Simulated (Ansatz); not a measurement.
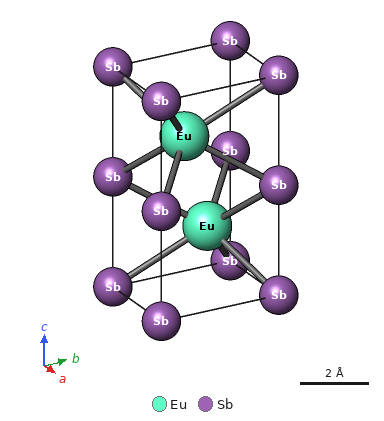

View slightly off an axis, drawn as a ball-and-stick model. The simulation cell is drawn as a box.

```xyz
4
Lattice="5.0271 0.0000 0.0000 -2.5136 4.3536 0.0000 0.0000 0.0000 6.6298" Properties=species:S:1:pos:R:3 pbc="T T T"
Eu    0.0000    2.9024    1.6575
Eu    2.5136    1.4512    4.9724
Sb    0.0000    0.0000    0.0000
Sb    0.0000    0.0000    3.3149
```

All computed values are from Ansatz 0.2.0, DFT PBE+U, scalar-relativistic, plane waves, PAW. Settings: a 420 eV plane-wave basis, k-points on an 8×8×4 grid, Gaussian smearing of 0.05 eV, U_eff = 6.00 eV on Eu f, collinear spins. The state is ferromagnetic.

Give the Bader charge of each element.

Answer. Eu +1.23 e; Sb -1.23 e.

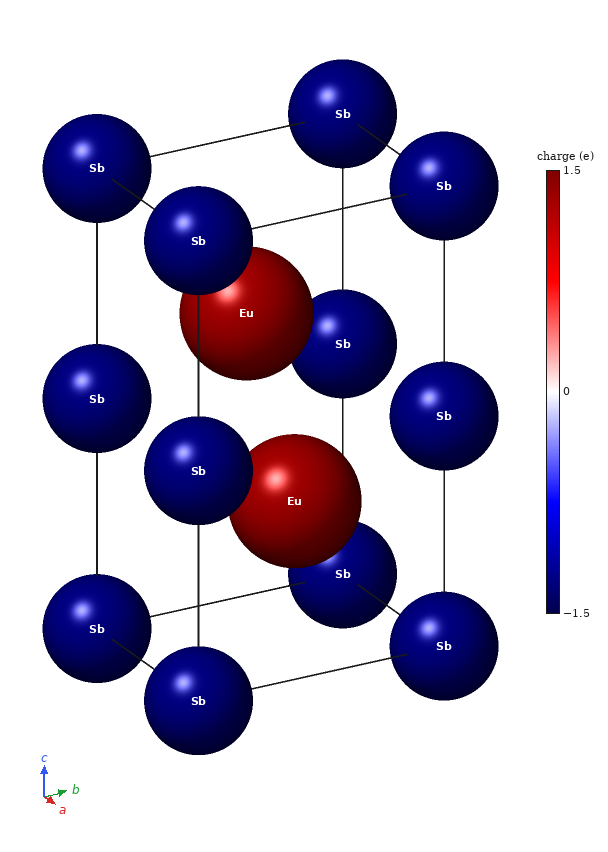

The atoms coloured by those charges.

The initial geometry was a structure type filled with these elements by a generator (whether the compound takes this form wasn't checked). Earlier steps of the study, as a rule a relaxation of our own, may have changed the cell and positions, so they can lie some per cent off the listed ones. It went into a calculation with Ansatz.
